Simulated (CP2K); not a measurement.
# C2H4Si (ethynylsilane): a first try and a second

Wanted: energy and one-electron properties of C2H4Si (ethynylsilane), XLYP-D3(0)/QZV3P-GTH (core potential, electric field (0.01, 0, 0) a.u., ngrids 4).

The results are computed with CP2K 2026.2.

2 further runs of the same task are left out: 1 that didn't finish, 1 set aside as unsound or not needed.

**1. Starting point**

C2H4Si has 7 atoms, charge 0, and is taken as a singlet. SMILES: `C#C[SiH3]`. The coordinates come from a PBE0-D4/def2-TZVP relaxation.

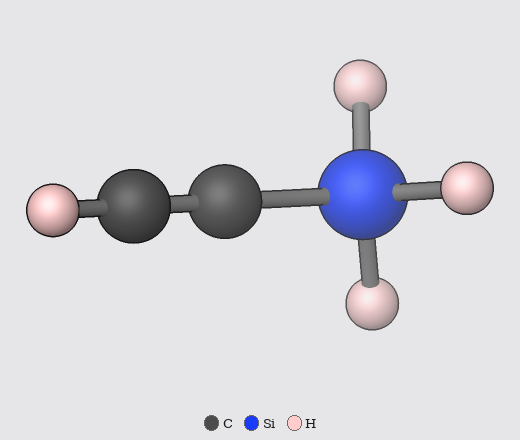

The structure, seen from a chosen angle (carbon dark grey, silicon blue, hydrogen pink).

**2. First attempt**

Contents of molecule.inp:

```
&FORCE_EVAL
   METHOD Quickstep
   &DFT
      BASIS_SET_FILE_NAME GTH_BASIS_SETS
      POTENTIAL_FILE_NAME GTH_POTENTIALS
      # Quickstep
      &QS
         METHOD GPW
         EPS_DEFAULT 1.0E-10
      &END QS
      # plane-wave cutoff in Ry
      &MGRID
         CUTOFF 280
         REL_CUTOFF 60
         NGRIDS 4
      &END MGRID
      &POISSON
         PERIODIC NONE
         POISSON_SOLVER WAVELET
      &END POISSON
      &SCF
         SCF_GUESS ATOMIC
         EPS_SCF 1.0E-06
         MAX_SCF 80
         ADDED_MOS 5
         &DIAGONALIZATION
            ALGORITHM STANDARD
         &END DIAGONALIZATION
         &MIXING
            METHOD DIRECT_P_MIXING
            ALPHA 0.4
         &END MIXING
      &XC
         &XC_FUNCTIONAL
            &GGA_XC_XLYP
            &END GGA_XC_XLYP
         &END XC_FUNCTIONAL
         &VDW_POTENTIAL
            POTENTIAL_TYPE PAIR_POTENTIAL
            &PAIR_POTENTIAL
               TYPE DFTD3
               PARAMETER_FILE_NAME dftd3.dat
               REFERENCE_FUNCTIONAL XLYP
               R_CUTOFF 15
            &END PAIR_POTENTIAL
         &END VDW_POTENTIAL
      &END XC
      &EXTERNAL_POTENTIAL
         FUNCTION A*X
         PARAMETERS A
         VALUES -0.01
         UNITS hartree*bohr^-1
      &END EXTERNAL_POTENTIAL
      &PRINT
         &MOMENTS
            PERIODIC F
            REFERENCE COM
            MAX_MOMENT 2
         &END MOMENTS
         &MO ON
            ENERGIES T
            OCCUPATION_NUMBERS T
            NDIGITS 6
            &EACH
               QS_SCF 0
            &END EACH
            ADD_LAST NUMERIC
         &END MO
         &HIRSHFELD ON
            SHAPE_FUNCTION DENSITY
         &END HIRSHFELD
         &VORONOI ON
            FILENAME =voronoi.txt
         &END VORONOI
         &E_DENSITY_CUBE
            STRIDE 2 2 2
         &END E_DENSITY_CUBE
         &ELF_CUBE
            STRIDE 2 2 2
         &END ELF_CUBE
         &V_HARTREE_CUBE
            STRIDE 2 2 2
         &END V_HARTREE_CUBE
         &EEQ_CHARGES ON
         &END EEQ_CHARGES
         &KINETIC_ENERGY ON
         &END KINETIC_ENERGY
      &END PRINT
   &END DFT
   &SUBSYS
      # box in angstrom
      &CELL
         ABC 14.7 14.7 14.7
         PERIODIC NONE
      &END CELL
      &COORD
         C     -0.580700    -1.871400     0.172200
         C     -0.218500    -0.726500     0.062400
         Si     0.329800     1.004300    -0.103800
         H     -0.901000    -2.883500     0.269300
         H     -0.094500     1.528300    -1.425000
         H     -0.281700     1.818100     0.974900
         H      1.807900     1.062900     0.004400
      &END COORD
      &TOPOLOGY
         &CENTER_COORDINATES
         &END CENTER_COORDINATES
      &END TOPOLOGY
      &KIND C
         BASIS_SET QZV3P-GTH-q4
         POTENTIAL GTH-PBE-q4
      &END KIND
      &KIND Si
         BASIS_SET QZV3P-GTH-q4
         POTENTIAL GTH-PBE-q4
      &END KIND
      &KIND H
         BASIS_SET QZV3P-GTH-q1
         POTENTIAL GTH-PBE-q1
      &END KIND
   &END SUBSYS
   # extra output
   &PRINT
      &FORCES ON
      &END FORCES
   &END PRINT
&END FORCE_EVAL

&GLOBAL
   PROJECT_NAME molecule
   RUN_TYPE ENERGY_FORCE
   PRINT_LEVEL MEDIUM
&END GLOBAL
```

On the command line:

```
$ OMP_NUM_THREADS=1 cp2k.psmp -i molecule.inp -o molecule.out
```

The log of the run:

```text
Possible matches for unknown subsection

 XC

   subsection OT in section %__ROOT__%FORCE_EVAL%DFT%SCF score:  108
   subsection GCE in section %__ROOT__%FORCE_EVAL%DFT%SCF score:  108
   subsection OT in section %__ROOT__%FORCE_EVAL%DFT%XAS%SCF score:  108
   subsection GCE in section %__ROOT__%FORCE_EVAL%DFT%XAS%SCF score:  108
   enum OFF in section %__ROOT__%FORCE_EVAL%DFT%SCF for keyword CHOLESKY score:  107

 *******************************************************************************
 *   ___                                                                       *
 *  /   \                                                                      *
 * [ABORT]                                                                     *
 *  \___/                  unknown subsection XC of section SCF                *
 *    |                                                                        *
 *  O/|                                                                        *
 * /| |                                                                        *
 * / \                                               input/input_parsing.F:192 *
 *******************************************************************************

 ===== Routine Calling Stack =====

            5 section_vals_parse
            4 section_vals_parse
            3 section_vals_parse
            2 section_vals_parse
            1 read_input

Program received signal SIGABRT: Process abort signal.
```

Wall time 0.22 s (1 thread of Arm Neoverse V2, shared host).

**3. What went wrong**

The program refused the input.

The log says `\___/                  unknown subsection XC of section SCF`. Cause: a section of the input isn't closed.

**4. Try two**

Contents of qs.inp:

```
&GLOBAL
   PROJECT qs
   RUN_TYPE ENERGY_FORCE
   PRINT_LEVEL MEDIUM
&END GLOBAL
&FORCE_EVAL
   METHOD Quickstep
   &DFT
      BASIS_SET_FILE_NAME GTH_BASIS_SETS
      POTENTIAL_FILE_NAME GTH_POTENTIALS
      &QS
         METHOD GPW
         EPS_DEFAULT 1.0E-10
      &END QS
      ! plane-wave cutoff in Ry
      &MGRID
         CUTOFF 280
         REL_CUTOFF 60
         NGRIDS 4
      &END MGRID
      &POISSON
         PERIODIC NONE
         POISSON_SOLVER WAVELET
      &END POISSON
      &SCF
         SCF_GUESS ATOMIC
         EPS_SCF 1.0E-06
         MAX_SCF 80
         ADDED_MOS 5
         &DIAGONALIZATION
            ALGORITHM STANDARD
         &END DIAGONALIZATION
         &MIXING
            METHOD DIRECT_P_MIXING
            ALPHA 0.4
         &END MIXING
      &END SCF
      &XC
         &XC_FUNCTIONAL
            &GGA_XC_XLYP
            &END GGA_XC_XLYP
         &END XC_FUNCTIONAL
         &VDW_POTENTIAL
            POTENTIAL_TYPE PAIR_POTENTIAL
            &PAIR_POTENTIAL
               TYPE DFTD3
               PARAMETER_FILE_NAME dftd3.dat
               REFERENCE_FUNCTIONAL XLYP
               R_CUTOFF 15
            &END PAIR_POTENTIAL
         &END VDW_POTENTIAL
      &END XC
      &EXTERNAL_POTENTIAL
         FUNCTION A*X
         PARAMETERS A
         VALUES -0.01
         UNITS hartree*bohr^-1
      &END EXTERNAL_POTENTIAL
      &PRINT
         &MOMENTS
            PERIODIC F
            REFERENCE COM
            MAX_MOMENT 2
         &END MOMENTS
         &MO ON
            ENERGIES T
            OCCUPATION_NUMBERS T
            NDIGITS 6
            &EACH
               QS_SCF 0
            &END EACH
            ADD_LAST NUMERIC
         &END MO
         &HIRSHFELD ON
            SHAPE_FUNCTION DENSITY
         &END HIRSHFELD
         &VORONOI ON
            FILENAME =voronoi.txt
         &END VORONOI
         &E_DENSITY_CUBE
            STRIDE 2 2 2
         &END E_DENSITY_CUBE
         &ELF_CUBE
            STRIDE 2 2 2
         &END ELF_CUBE
         &V_HARTREE_CUBE
            STRIDE 2 2 2
         &END V_HARTREE_CUBE
         &EEQ_CHARGES ON
         &END EEQ_CHARGES
         &KINETIC_ENERGY ON
         &END KINETIC_ENERGY
      &END PRINT
   &END DFT
   ! structure
   &SUBSYS
      &CELL
         ABC 14.7 14.7 14.7
         PERIODIC NONE
      &END CELL
      &COORD
         C     -0.580700    -1.871400     0.172200
         C     -0.218500    -0.726500     0.062400
         Si     0.329800     1.004300    -0.103800
         H     -0.901000    -2.883500     0.269300
         H     -0.094500     1.528300    -1.425000
         H     -0.281700     1.818100     0.974900
         H      1.807900     1.062900     0.004400
      &END COORD
      &TOPOLOGY
         &CENTER_COORDINATES
         &END CENTER_COORDINATES
      &END TOPOLOGY
      &KIND C
         BASIS_SET QZV3P-GTH-q4
         POTENTIAL GTH-PBE-q4
      &END KIND
      &KIND Si
         BASIS_SET QZV3P-GTH-q4
         POTENTIAL GTH-PBE-q4
      &END KIND
      &KIND H
         BASIS_SET QZV3P-GTH-q1
         POTENTIAL GTH-PBE-q1
      &END KIND
   &END SUBSYS
   &PRINT
      &FORCES ON
      &END FORCES
   &END PRINT
&END FORCE_EVAL
```

On the command line:

```
$ OMP_NUM_THREADS=1 cp2k.psmp -i qs.inp -o qs.out
```

The log of the run:

```text
CP2K| version string:                                       CP2K version 2026.2
[...]
 GLOBAL| Method name                                                        CP2K
[...]
 GLOBAL| Run type                                                   ENERGY_FORCE
[...]
 DFT| Spin restricted Kohn-Sham (RKS) calculation                            RKS
 DFT| Multiplicity                                                             1
[...]
 DFT| Charge                                                                   0
[...]
 FUNCTIONAL| GGA_XC_XLYP:
[...]
 QS| Method:                                                                 GPW
[...]
 QS| Density cutoff [a.u.]:                                                140.0
[...]
 QS| Relative density cutoff [a.u.]:                                        30.0
[...]
                             - Atoms:                                          7
[...]
                             - Spherical basis functions:                    145
[...]
 Number of electrons:                                                         16
[...]
     1 P_Mix/Diag. 0.40E+00    3.3     1.64118696       -16.9693291409 -1.70E+01
[...]
    16 DIIS/Diag.  0.16E-06    2.9     0.00000035       -17.5477247700 -7.74E-13
  *** SCF run converged in    16 steps ***
[...]
  Overlap energy of the core charge distribution:               0.00001418629393
  Self energy of the core charge distribution:                -42.56990411714902
  Core Hamiltonian energy:                                     12.38715208726575
  Hartree energy:                                              18.59524301007858
  Exchange-correlation energy:                                 -5.95310297808503
  Dispersion energy:                                           -0.00315531016838
  Total energy:                                               -17.54772476997505
[...]
                     Mulliken Population Analysis
 #  Atom  Element  Kind  Atomic population                           Net charge
       1     C        1          4.388445                             -0.388445
       2     C        1          4.598657                             -0.598657
       3     Si       2          2.867786                              1.132214
       4     H        3          0.757011                              0.242989
       5     H        3          1.152300                             -0.152300
       6     H        3          1.160736                             -0.160736
       7     H        3          1.075065                             -0.075065
 # Total charge                             16.000000                 -0.000000
[...]
  Dipole moment [Debye]
    X=  0.1009493E+01 Y= -0.1118013E+00 Z=  0.1059082E-01  Total=      1.0157208
  Quadrupole moment [Debye*Angstrom]
[...]
 ENERGY| Total FORCE_EVAL ( QS ) energy [hartree]            -17.547724769975041
 FORCES| Atomic forces [hartree/bohr]
 FORCES|   Atom     x               y               z               |f|
 FORCES|      1 -6.01795516E-03 -1.39961631E-02  1.44912346E-03   1.53038663E-02
 FORCES|      2 -4.72649653E-04  6.38270591E-03 -1.01408847E-03   6.48002375E-03
 FORCES|      3  1.09719608E-02  5.45364257E-03 -6.09614114E-04   1.22677533E-02
 FORCES|      4  2.34021428E-03  3.76145109E-05 -1.08595483E-05   2.34054174E-03
 FORCES|      5 -1.35310057E-03 -9.12219708E-04  2.12750788E-03   2.68128994E-03
 FORCES|      6 -1.10998071E-03 -1.34500028E-03 -1.62874190E-03   2.38618589E-03
 FORCES|      7 -4.44461520E-03  1.29505447E-05 -2.52174924E-04   4.45178213E-03
 FORCES| Sum    -8.61262298E-05 -4.36646953E-03  6.11523874E-05
 FORCES| Total atomic force                                       4.36774696E-03
[...]
```

It took 53 s on 1 thread of Arm Neoverse V2, shared host; peak memory 1.2 GiB.

Atomic charges (e):

| atom | Mulliken | Hirshfeld |
| --- | --- | --- |
| C1 | -0.388 | -0.091 |
| C2 | -0.599 | -0.144 |
| Si3 | +1.132 | +0.355 |
| H4 | +0.243 | +0.083 |
| H5 | -0.152 | -0.078 |
| H6 | -0.161 | -0.082 |
| H7 | -0.075 | -0.043 |

**5. What came out**

Level: XLYP-D3(0)/QZV3P-GTH (core potential, electric field (0.01, 0, 0) a.u., ngrids 4).

| quantity | value |
| --- | --- |
| total energy | -17.54772 Eh |
| dipole moment | 1.02 D |
| dispersion energy | -8.28 kJ/mol |
| largest force on an atom | 0.787 eV/Å |

In words: The largest force is 0.79 eV/Å: the shape isn't a stationary point for this species at this level.
